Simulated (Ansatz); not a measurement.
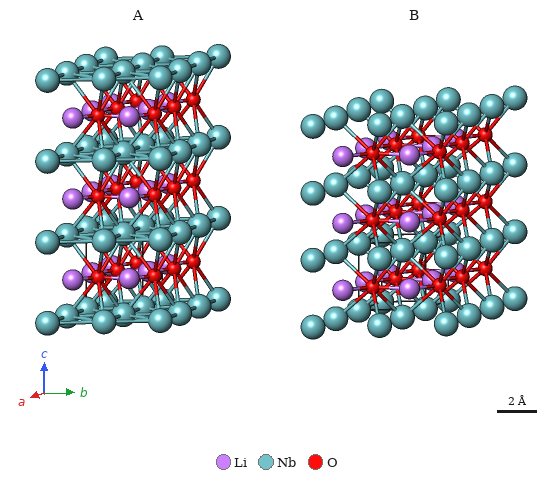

Two geometries of a crystal of LiNbO (a generated structure, set up in P-6m2) (coarse preliminary run), drawn at one scale. One is the start of a relaxation, the other its converged end. Style: ball-and-stick. Shown: the cell of the calculation, repeated 3 × 2 × 3 with one cell outlined, slightly off an axis.

Level of theory: DFT PBE, scalar-relativistic, plane waves, PAW in Ansatz. Settings: plane-wave cutoff 420 eV; k-point mesh 6 × 6 × 6; occupations gaussian; smearing width 0.1 eV; collinear spin; cell and atoms relaxed; force threshold 0.04 eV/Å; at most 70 steps.

### Which geometry has the lower energy?

Structure A is the relaxed one. Over 8 accepted moves (10 points after the start) the energy falls by 384 meV per atom. All forces vanish by symmetry, so only the cell relaxes. Pressure: −11.85 GPa at the start and 0.05 GPa at the end. At 2 points the geometry stayed and the basis and grid were re-selected for the new cell (energy shift of 11.4 meV per atom at most each time). No atom moves by more than 0.005 Å relative to the cell. The drawn cell changes as follows: a = b 3.524 → 2.982 Å (−15.4 %), c 3.514 → 4.251 Å (+21.0 %); the volume changes by −13.4 %. Among the contacts that change: Nb–Nb 3.524 → 2.982 Å, Li–O 2.035 → 1.722 Å, Li–Nb 2.688 → 2.735 Å, Nb–O 2.688 → 2.735 Å. Bond angles that change, for instance: O–Nb–O 81.6° → 102.0°, O–Nb–O 81.9° → 66.1°, O–Nb–O 135.5° → 143.3°. The space group stays P-6m2 (No. 187). Cost: 120 s on 1 thread of Intel(R) Xeon(R) Platinum 8259CL CPU @ 2.50GHz (Skylake/Cascade Lake), on a shared host, peak memory 0.4 GiB.
